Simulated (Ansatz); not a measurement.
## GaH3ClO2F: saddle-point search (part 2 of 2)

GaH3ClO2F; RKS wB97X-V/STO-3G (Ansatz 0.2.0). The run did not end well.

Geometry of the input (Å):
```
Ga -0.4300  -0.0861  0.1477
F  0.5697  1.4519  -0.1257
O  -1.4418  -0.4328  -1.2609
O  -0.8425  -0.5035  1.7987
H  1.4402  0.5911  -0.4715
Cl 1.8653  -0.7975  -0.4928
H  -1.1925  -0.1107  -2.0803
H  -0.0291  -0.1561  2.4246
```

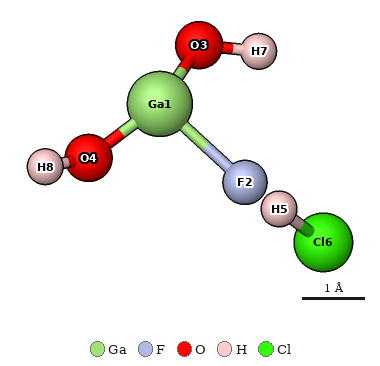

**Figure 1.** The geometry at step 21 of the log (ball-and-stick view, seen at a tilt; atoms are numbered from 1 in the order of the input).

## Output, continued
```
    - { symbol: Ga, position_ang: [-0.72723826, -0.05767179, 0.52693982] }
    - { symbol: F, position_ang: [1.05990479, -0.42993356, 0.21474804] }
    - { symbol: O, position_ang: [-1.31962291, -0.31315369, -0.92871149] }
    - { symbol: O, position_ang: [-0.69215374, 0.14474676, 2.02882983] }
    - { symbol: H, position_ang: [1.59669852, 0.00561216, -0.79027708] }
    - { symbol: Cl, position_ang: [2.18917136, 0.56581598, -2.00727118] }
    - { symbol: H, position_ang: [-0.69355902, -0.30656455, -1.71080845] }
    - { symbol: H, position_ang: [-1.47380274, 0.34736569, 2.60647153] }
  mode_guess:
    - [-0.08150489, 0.18104218, -0.13090220]
    - [0.00214443, 0.52461751, 0.32121185]
    - [0.05493066, 0.01465365, -0.14384902]
    - [0.06422305, -0.25577074, -0.07248292]
    - [-0.08982108, 0.14322247, 0.23811778]
    - [-0.13822262, -0.48888879, -0.11571963]
    - [0.01612218, 0.07216728, -0.17720555]
    - [0.17212827, -0.19104356, 0.08082969]
  order_check: true
```

## Trajectory as extended XYZ (Å, eV, eV/Å), 26 of the 40 frames kept, from step=1 to step=40
```
8
Properties=species:S:1:pos:R:3:forces:R:3 step=1 energy=-70905.87755
Ga   -0.4300   -0.0861    0.1477   -6.2754  -2.4904   0.8869
F     0.5697    1.4519   -0.1257    1.8553  -1.7784  -0.9870
O    -1.4418   -0.4328   -1.2609    0.8370  -1.5156   9.3962
O    -0.8425   -0.5035    1.7987    3.6154   2.0110  -2.3204
H     1.4402    0.5911   -0.4715   -0.9650   3.3366   0.6321
Cl    1.8653   -0.7975   -0.4928    0.8765  -1.3072  -0.3087
H    -1.1925   -0.1107   -2.0803    2.1765   2.5730  -5.6999
H    -0.0291   -0.1561    2.4246   -2.1202  -0.8288  -1.5992
8
Properties=species:S:1:pos:R:3:forces:R:3 step=3 energy=-70907.76393
Ga   -0.5145   -0.1594    0.2162   -3.2410  -2.8614   1.5571
F     0.5494    1.3033   -0.2245    0.8986   0.4485  -0.3750
O    -1.3272   -0.5095   -1.1745    1.4922   0.9022   2.3051
O    -0.7669   -0.5604    1.7857    1.4898   1.7189  -2.4599
H     1.3884    0.6217   -0.5495   -0.3602   0.9646   0.2286
Cl    1.9016   -0.8209   -0.6877    0.1654  -0.5143   0.0627
H    -1.0372    0.0974   -1.9171   -0.0029  -0.0106  -0.5143
H    -0.2542   -0.0160    2.4913   -0.4418  -0.6479  -0.8042
8
Properties=species:S:1:pos:R:3:forces:R:3 step=4 energy=-70907.94459
Ga   -0.5387   -0.1779    0.2513   -2.2508  -2.5418   1.3102
F     0.5470    1.2593   -0.2457    0.4064   1.0345  -0.1258
O    -1.2843   -0.5125   -1.1567    1.1000   1.1518   1.4384
O    -0.7397   -0.5633    1.7949    0.6384   0.9696  -2.9973
H     1.3807    0.6099   -0.5800   -0.1228   0.4766   0.1219
Cl    1.9357   -0.8140   -0.7444    0.1310  -0.5768   0.1177
H    -1.0262    0.1440   -1.8842   -0.1178  -0.4920   0.0036
H    -0.3351    0.0107    2.5047    0.2156  -0.0219   0.1313
8
Properties=species:S:1:pos:R:3:forces:R:3 step=6 energy=-70908.01771
Ga   -0.5890   -0.1790    0.2959   -1.1771  -1.7930   0.5989
F     0.5337    1.2227   -0.2574    0.2986   0.7766  -0.0171
O    -1.2413   -0.5065   -1.1430    0.4082   0.6751   1.2766
O    -0.7152   -0.5581    1.7954    0.3937   0.9835  -1.6501
H     1.3641    0.5486   -0.6196   -0.0413   0.4058   0.1234
Cl    2.0267   -0.7951   -0.8433   -0.0348  -0.3866   0.1472
H    -1.0060    0.1826   -1.8353    0.0415  -0.3153  -0.2960
H    -0.4337    0.0409    2.5472    0.1113  -0.3460  -0.1830
8
Properties=species:S:1:pos:R:3:forces:R:3 step=7 energy=-70908.00791
Ga   -0.6131   -0.1709    0.3132   -0.9281  -1.4491   0.4352
F     0.5240    1.2187   -0.2545    0.5310   0.3064  -0.0876
O    -1.2347   -0.5036   -1.1323    0.2857   0.6800   1.0026
O    -0.7098   -0.5450    1.8012    0.1705   0.6418  -1.6214
H     1.3629    0.5170   -0.6348   -0.1218   0.4699   0.1775
Cl    2.0752   -0.7875   -0.8957   -0.1935  -0.0986   0.1761
H    -0.9910    0.1870   -1.8240    0.0275  -0.4300  -0.1913
H    -0.4741    0.0406    2.5669    0.2288  -0.1204   0.1089
8
Properties=species:S:1:pos:R:3:forces:R:3 step=9 energy=-70907.99392
Ga   -0.6797   -0.1423    0.3422   -0.5774  -0.8994   0.0459
F     0.5348    1.1803   -0.2351    0.3959   0.1448   0.0096
O    -1.2481   -0.4924   -1.1132    0.1200   0.5305   0.8239
O    -0.7208   -0.5151    1.8119    0.0245   0.4153  -1.1194
H     1.3761    0.4706   -0.6500   -0.0674   0.3377   0.1685
Cl    2.1666   -0.7453   -1.0047   -0.1799  -0.0203   0.1098
H    -0.9618    0.1640   -1.8195    0.0590  -0.4185  -0.1903
H    -0.5277    0.0364    2.6084    0.2253  -0.0901   0.1518
8
Properties=species:S:1:pos:R:3:forces:R:3 step=10 energy=-70908.00053
Ga   -0.7186   -0.1240    0.3540   -0.4463  -0.6828  -0.1628
F     0.5517    1.1472   -0.2196    0.1576   0.3061   0.1378
O    -1.2634   -0.4848   -1.1044    0.0706   0.4620   0.7910
O    -0.7329   -0.5002    1.8155    0.0732   0.5343  -0.5487
H     1.3887    0.4544   -0.6531   -0.0095   0.2013   0.1390
Cl    2.2083   -0.7144   -1.0607   -0.0489  -0.1301   0.0204
H    -0.9477    0.1421   -1.8227    0.0752  -0.3914  -0.2013
H    -0.5467    0.0360    2.6307    0.1282  -0.2995  -0.1754
8
Properties=species:S:1:pos:R:3:forces:R:3 step=12 energy=-70908.03367
Ga   -0.7965   -0.0759    0.3727   -0.3025  -0.3901  -0.3260
F     0.5765    1.0965   -0.1738    0.1080   0.1413   0.1641
O    -1.2966   -0.4676   -1.0866    0.0533   0.3974   0.7121
O    -0.7507   -0.4648    1.8217    0.0687   0.3843  -0.3834
H     1.4129    0.4116   -0.6516    0.0005   0.1118   0.1161
Cl    2.2931   -0.6569   -1.1714   -0.0600  -0.0390  -0.0085
H    -0.9213    0.0861   -1.8339    0.0642  -0.3624  -0.1360
H    -0.5780    0.0271    2.6630    0.0678  -0.2433  -0.1384
8
Properties=species:S:1:pos:R:3:forces:R:3 step=13 energy=-70908.05436
Ga   -0.8338   -0.0486    0.3800   -0.2261  -0.2952  -0.3033
F     0.5872    1.0741   -0.1477    0.1795  -0.0364   0.1036
O    -1.3124   -0.4586   -1.0766    0.0805   0.4076   0.5870
O    -0.7542   -0.4452    1.8232    0.0308   0.1975  -0.6498
H     1.4238    0.3863   -0.6499   -0.0173   0.1431   0.1160
Cl    2.3332   -0.6275   -1.2248   -0.1395   0.0421   0.0314
H    -0.9091    0.0559   -1.8385    0.0159  -0.3832  -0.0328
H    -0.5953    0.0199    2.6743    0.0762  -0.0755   0.1478
8
Properties=species:S:1:pos:R:3:forces:R:3 step=15 energy=-70908.09094
Ga   -0.8970    0.0044    0.3934   -0.0480  -0.1998  -0.3115
F     0.6197    1.0097   -0.1030    0.1050  -0.0608   0.0983
O    -1.3385   -0.4405   -1.0573    0.0587   0.3408   0.5217
O    -0.7538   -0.4083    1.8219    0.0845   0.1750  -0.5739
H     1.4468    0.3470   -0.6545    0.0042   0.1099   0.0883
Cl    2.3971   -0.5633   -1.3262   -0.1698   0.0385   0.0382
H    -0.8878   -0.0018   -1.8375   -0.0033  -0.3173  -0.0076
H    -0.6471    0.0090    2.7032   -0.0314  -0.0863   0.1465
8
Properties=species:S:1:pos:R:3:forces:R:3 step=17 energy=-70908.12072
Ga   -0.9385    0.0533    0.4076    0.1280  -0.1824  -0.2754
F     0.6528    0.9440   -0.0688    0.0551  -0.0551   0.0821
O    -1.3517   -0.4252   -1.0345    0.0055   0.2638   0.4608
O    -0.7386   -0.3673    1.8221    0.1283   0.2144  -0.4474
H     1.4674    0.3115   -0.6708    0.0234   0.1035   0.0690
Cl    2.4439   -0.5023   -1.4244   -0.2061   0.0207   0.0503
H    -0.8673   -0.0509   -1.8250   -0.0039  -0.2364  -0.0403
H    -0.7285   -0.0069    2.7337   -0.1303  -0.1284   0.1009
8
Properties=species:S:1:pos:R:3:forces:R:3 step=18 energy=-70908.13685
Ga   -0.9494    0.0733    0.4153    0.1845  -0.1104  -0.3598
F     0.6715    0.9045   -0.0577   -0.0378   0.0615   0.1534
O    -1.3552   -0.4189   -1.0215   -0.0013   0.2274   0.2891
O    -0.7259   -0.3424    1.8221    0.1452   0.2828   0.0938
H     1.4783    0.2979   -0.6824    0.0155   0.0853   0.0664
Cl    2.4579   -0.4708   -1.4698   -0.1142  -0.0645  -0.0282
H    -0.8576   -0.0709   -1.8166   -0.0453  -0.2302   0.0013
H    -0.7802   -0.0165    2.7505   -0.1466  -0.2519  -0.2160
8
Properties=species:S:1:pos:R:3:forces:R:3 step=20 energy=-70908.16752
Ga   -0.9568    0.1090    0.4327    0.3109  -0.1892  -0.2322
F     0.7061    0.8405   -0.0357   -0.0515   0.0803   0.1633
O    -1.3538   -0.4118   -0.9942   -0.0392   0.1805   0.2076
O    -0.6981   -0.2862    1.8399    0.1077   0.2626  -0.0474
H     1.4980    0.2698   -0.7131    0.0445   0.0726   0.0467
Cl    2.4849   -0.4166   -1.5651   -0.1599  -0.0615  -0.0114
H    -0.8416   -0.1045   -1.7952   -0.0525  -0.1663  -0.0420
H    -0.8993   -0.0441    2.7706   -0.1601  -0.1792  -0.0845
8
Properties=species:S:1:pos:R:3:forces:R:3 step=21 energy=-70908.18177
Ga   -0.9522    0.1202    0.4432    0.2867  -0.1429  -0.4197
F     0.7227    0.8105   -0.0207    0.0326   0.0310   0.0847
O    -1.3521   -0.4097   -0.9818   -0.0959   0.1227   0.2331
O    -0.6845   -0.2545    1.8506    0.0463   0.2373   0.4014
H     1.5079    0.2531   -0.7309    0.0236   0.1260   0.0854
Cl    2.4959   -0.3887   -1.6125   -0.2021  -0.0542   0.0130
H    -0.8363   -0.1178   -1.7838   -0.0082  -0.1109  -0.1276
H    -0.9619   -0.0568    2.7757   -0.0831  -0.2090  -0.2703
8
Properties=species:S:1:pos:R:3:forces:R:3 step=23 energy=-70908.20246
Ga   -0.9407    0.1357    0.4629    0.3536  -0.2316  -0.4121
F     0.7604    0.7376    0.0057    0.0263   0.0539   0.1055
O    -1.3486   -0.4104   -0.9571   -0.0649   0.1542   0.1489
O    -0.6662   -0.1913    1.8861   -0.0133   0.1802   0.2897
H     1.5286    0.2276   -0.7638    0.0505   0.1118   0.0709
Cl    2.5116   -0.3306   -1.7039   -0.2499  -0.0456   0.0413
H    -0.8263   -0.1360   -1.7626   -0.0488  -0.1041  -0.0947
H    -1.0794   -0.0764    2.7727   -0.0535  -0.1187  -0.1496
8
Properties=species:S:1:pos:R:3:forces:R:3 step=24 energy=-70908.20918
Ga   -0.9316    0.1371    0.4730    0.3710  -0.2561  -0.4651
F     0.7815    0.6925    0.0203   -0.0247   0.1036   0.1763
O    -1.3478   -0.4107   -0.9467   -0.0539   0.1686   0.1353
O    -0.6622   -0.1609    1.9061    0.0018   0.1370   0.2026
H     1.5398    0.2166   -0.7792    0.0404   0.0978   0.0777
Cl    2.5147   -0.2968   -1.7464   -0.2040  -0.0728  -0.0110
H    -0.8225   -0.1427   -1.7531   -0.0571  -0.1026  -0.0855
H    -1.1325   -0.0789    2.7660   -0.0735  -0.0754  -0.0302
8
Properties=species:S:1:pos:R:3:forces:R:3 step=26 energy=-70908.22035
Ga   -0.9071    0.1271    0.4893    0.2810  -0.2611  -0.5054
F     0.8243    0.5962    0.0610    0.0380   0.0991   0.1435
O    -1.3521   -0.4087   -0.9321   -0.0172   0.1788   0.1449
O    -0.6645   -0.1054    1.9447   -0.0352   0.0621   0.2493
H     1.5628    0.1933   -0.8077    0.0226   0.1072   0.1189
Cl    2.5193   -0.2222   -1.8310   -0.2172  -0.0698  -0.0177
H    -0.8169   -0.1557   -1.7371   -0.0460  -0.0954  -0.1092
H    -1.2263   -0.0686    2.7528   -0.0259  -0.0210  -0.0243
8
Properties=species:S:1:pos:R:3:forces:R:3 step=28 energy=-70908.22683
Ga   -0.8828    0.1084    0.5049    0.2359  -0.2514  -0.6036
F     0.8711    0.4834    0.1039    0.0345   0.0840   0.1418
O    -1.3554   -0.4034   -0.9226    0.0340   0.1984   0.1894
O    -0.6744   -0.0599    1.9798   -0.1677   0.0153   0.3757
H     1.5829    0.1727   -0.8303    0.0131   0.0953   0.1492
Cl    2.5123   -0.1371   -1.9099   -0.2271  -0.0608  -0.0270
H    -0.8076   -0.1689   -1.7256   -0.0373  -0.0920  -0.0977
H    -1.3067   -0.0390    2.7398    0.1146   0.0111  -0.1278
8
Properties=species:S:1:pos:R:3:forces:R:3 step=29 energy=-70908.23061
Ga   -0.8713    0.0975    0.5112    0.2128  -0.2607  -0.5506
F     0.8938    0.4218    0.1261    0.0469   0.0645   0.1182
O    -1.3565   -0.3999   -0.9195    0.0712   0.2174   0.2162
O    -0.6824   -0.0391    1.9963   -0.0633   0.0020   0.1331
H     1.5910    0.1611   -0.8386    0.0230   0.0920   0.1496
Cl    2.5047   -0.0905   -1.9467   -0.2617  -0.0492   0.0062
H    -0.8005   -0.1755   -1.7204   -0.0383  -0.0957  -0.0887
H    -1.3395   -0.0192    2.7316    0.0094   0.0297   0.0160
8
Properties=species:S:1:pos:R:3:forces:R:3 step=31 energy=-70908.24132
Ga   -0.8458    0.0714    0.5220    0.1505  -0.2246  -0.5532
F     0.9399    0.2820    0.1676    0.0453   0.0458   0.0953
O    -1.3568   -0.3886   -0.9162    0.1136   0.2207   0.2604
O    -0.6976   -0.0007    2.0208   -0.0356  -0.0332   0.0545
H     1.6040    0.1397   -0.8495    0.0083   0.0726   0.1905
Cl    2.4759    0.0127   -2.0087   -0.2675  -0.0383   0.0028
H    -0.7835   -0.1918   -1.7124   -0.0202  -0.0932  -0.0954
H    -1.3967    0.0315    2.7162    0.0056   0.0502   0.0451
8
Properties=species:S:1:pos:R:3:forces:R:3 step=32 energy=-70908.24846
Ga   -0.8323    0.0577    0.5260    0.1177  -0.1972  -0.5873
F     0.9619    0.2048    0.1832    0.0199   0.0475   0.1374
O    -1.3556   -0.3816   -0.9154    0.1499   0.2222   0.2322
O    -0.7024    0.0175    2.0289   -0.1976  -0.0406   0.2413
H     1.6084    0.1291   -0.8495    0.0081   0.0522   0.1807
Cl    2.4544    0.0687   -2.0325   -0.2530  -0.0318  -0.0164
H    -0.7733   -0.2011   -1.7099   -0.0354  -0.0995  -0.0666
H    -1.4218    0.0611    2.7091    0.1904   0.0474  -0.1213
8
Properties=species:S:1:pos:R:3:forces:R:3 step=34 energy=-70908.26637
Ga   -0.8059    0.0302    0.5313    0.0602  -0.1599  -0.5458
F     1.0008    0.0449    0.2117    0.0076   0.0443   0.1115
O    -1.3502   -0.3656   -0.9164    0.1962   0.2211   0.2515
O    -0.7107    0.0526    2.0411   -0.2003  -0.0604   0.1721
H     1.6125    0.1031   -0.8443    0.0125   0.0283   0.1808
Cl    2.4020    0.1877   -2.0665   -0.2792  -0.0249   0.0273
H    -0.7510   -0.2223   -1.7064   -0.0305  -0.0979  -0.0613
H    -1.4582    0.1257    2.6894    0.2334   0.0494  -0.1360
8
Properties=species:S:1:pos:R:3:forces:R:3 step=35 energy=-70908.27705
Ga   -0.7928    0.0163    0.5324    0.0306  -0.1441  -0.4607
F     1.0169   -0.0370    0.2223   -0.0043   0.0533   0.0912
O    -1.3461   -0.3567   -0.9181    0.1978   0.2177   0.3063
O    -0.7145    0.0695    2.0451    0.1136  -0.1092  -0.2004
H     1.6119    0.0885   -0.8385    0.0089   0.0165   0.1951
Cl    2.3705    0.2498   -2.0733   -0.2857  -0.0274   0.0435
H    -0.7396   -0.2343   -1.7052   -0.0030  -0.0909  -0.0941
H    -1.4669    0.1602    2.6753   -0.0579   0.0842   0.1192
8
Properties=species:S:1:pos:R:3:forces:R:3 step=37 energy=-70908.29755
Ga   -0.7658   -0.0121    0.5322   -0.0213  -0.0982  -0.4234
F     1.0418   -0.2001    0.2277   -0.0432   0.0772   0.1312
O    -1.3356   -0.3386   -0.9219    0.2148   0.1976   0.2885
O    -0.7121    0.1013    2.0442    0.1916  -0.1537  -0.2668
H     1.6085    0.0569   -0.8201   -0.0059  -0.0052   0.1941
Cl    2.2987    0.3765   -2.0654   -0.2621  -0.0311   0.0318
H    -0.7176   -0.2609   -1.7058    0.0026  -0.0831  -0.0954
H    -1.4785    0.2331    2.6491   -0.0763   0.0965   0.1401
8
Properties=species:S:1:pos:R:3:forces:R:3 step=38 energy=-70908.30500
Ga   -0.7524   -0.0264    0.5313   -0.0399  -0.0807  -0.4663
F     1.0508   -0.2796    0.2284   -0.0198   0.1166   0.0609
O    -1.3298   -0.3295   -0.9240    0.2362   0.1814   0.2179
O    -0.7060    0.1159    2.0402   -0.1367  -0.0952   0.0846
H     1.6054    0.0399   -0.8115   -0.0038  -0.0135   0.1962
Cl    2.2625    0.4401   -2.0552   -0.2910  -0.0593   0.1001
H    -0.7073   -0.2750   -1.7073   -0.0218  -0.0787  -0.0615
H    -1.4838    0.2708    2.6379    0.2769   0.0293  -0.1319
8
Properties=species:S:1:pos:R:3:forces:R:3 step=40 energy=-70908.31520
Ga   -0.7272   -0.0577    0.5269   -0.0946  -0.0467  -0.4406
F     1.0599   -0.4299    0.2147   -0.0147   0.1802   0.0498
O    -1.3196   -0.3132   -0.9287    0.2256   0.1470   0.1631
O    -0.6922    0.1447    2.0288   -0.0779  -0.1024   0.0798
H     1.5967    0.0056   -0.7903   -0.0166  -0.0325   0.2095
Cl    2.1892    0.5658   -2.0073   -0.2764  -0.0932   0.1151
H    -0.6936   -0.3066   -1.7108   -0.0202  -0.0618  -0.0662
H    -1.4738    0.3474    2.6065    0.2748   0.0094  -0.1106
```

## What the run reported

| quantity | value |
| --- | --- |
| outcome | not converged |
| hardware | 8 threads of Intel Xeon, 31 GiB of memory available, shared host |
| wall time | 88 s (CPU time 9.4 min) |
| peak memory | 0.52 GiB |

## What went wrong

The run did not converge: “the saddle search did not converge after 40 steps: max|allowed force component| = 4.41e-1 eV/Å (threshold 5.0e-2). At the last step the curvature along the mode is +1.128 eV/Å² (extrapolated from the last rotation, not read by a force call), not resolved as negative, so the search is still climbing. That curvature's residual is 2.81e0 eV/Å² …” Its last values are not results.
